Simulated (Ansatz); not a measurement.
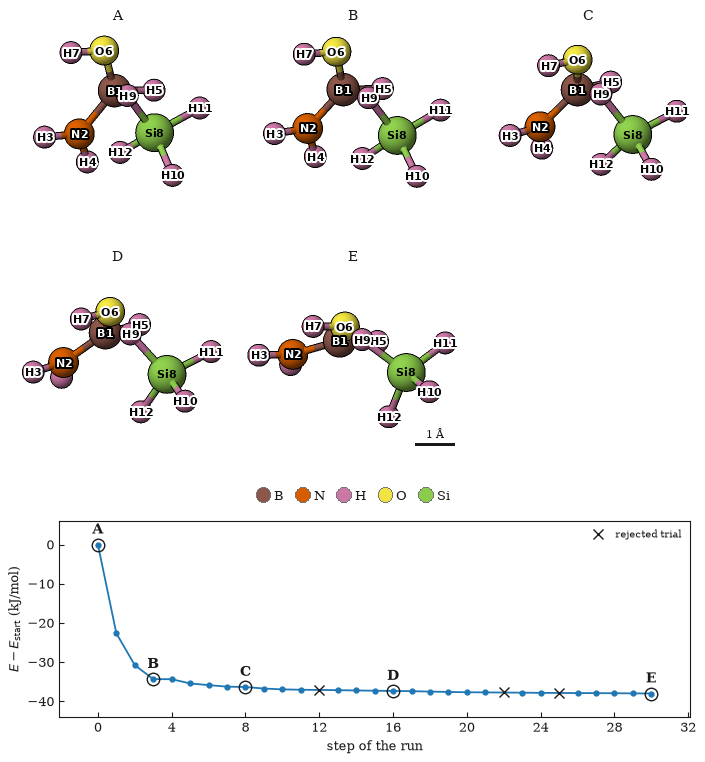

Frames of a relaxation of BSiNH$_{8}$O, marked on the history of the run. Style: ball-and-stick. Shown from a free direction.

The run prepares an end point of a later path (reaction) calculation, from a guessed geometry.

Level of theory: RKS B3LYP/6-31G* (Ansatz).

Input file:
```yaml
crystal:
  periodic: [false, false, false]
  atoms:
    - { symbol: B, position_ang: [0.181365, -0.295424, 0.20975] }
    - { symbol: "N", position_ang: [0.097095, -0.778628, 1.604105] }
    - { symbol: H, position_ang: [-0.765743, -0.987325, 2.08868] }
    - { symbol: H, position_ang: [0.926099, -0.998936, 2.135779] }
    - { symbol: H, position_ang: [1.259473, -0.118686, -0.273529] }
    - { symbol: O, position_ang: [-0.911955, -0.047312, -0.571222] }
    - { symbol: H, position_ang: [-1.752673, -0.243904, -0.132769] }
    - { symbol: Si, position_ang: [-0.477989, 2.701523, 0.995202] }
    - { symbol: H, position_ang: [-1.870154, 2.722882, 0.46981] }
    - { symbol: H, position_ang: [-0.30806, 3.886519, 1.887162] }
    - { symbol: H, position_ang: [0.483524, 2.818775, -0.128242] }
    - { symbol: H, position_ang: [-0.241283, 1.466816, 1.755675] }
basis:
  gaussian: { orbitals: "6-31G*" }
hamiltonian:
  xc: b3lyp
relax:
  f_tol: 0.03
  max_steps: 50
```

Launched with:
```bash
ansatz run input.yaml --threads 1 --pin off --max-ram 2048MiB --backend cpu --events-out ev --progress --plain --runs-dir out
```

Q: What happens along the run?

A: The largest move after the best rigid fit is that of H4, 1.76 Å. By element the largest moves are H 1.76 Å, N 1.16 Å, O 0.93 Å, Si 0.88 Å, B 0.60 Å. Near-neighbour distances that change, for instance: B1–N2 1.478 → 1.410 Å, Si8–H12 1.469 → 1.485 Å, B1–O6 1.366 → 1.377 Å. Over 27 accepted moves (30 points after the start) the energy falls by 38.0 kJ/mol. Largest force component: 2.1 eV/Å at the start, 0.009 eV/Å at the end. The line search rejected the trial steps at points 12, 22, 25 of the run. The forces were under the threshold at step 10, but the run went on from there. From step 0 to 3: H atoms move most (0.48 Å), energy −34.3 kJ/mol. From step 3 to 8: H4 moves most (0.46 Å), energy −2.01 kJ/mol. From step 8 to 16: H4 moves most (0.51 Å), energy −1.02 kJ/mol. From step 16 to 30: H3 moves most (0.57 Å), energy −0.65 kJ/mol.

Limits of the set-up: the start holds two separate molecules, 2.3 Å apart at their closest, whose relative position is a soft coordinate and is computed without a dispersion correction.
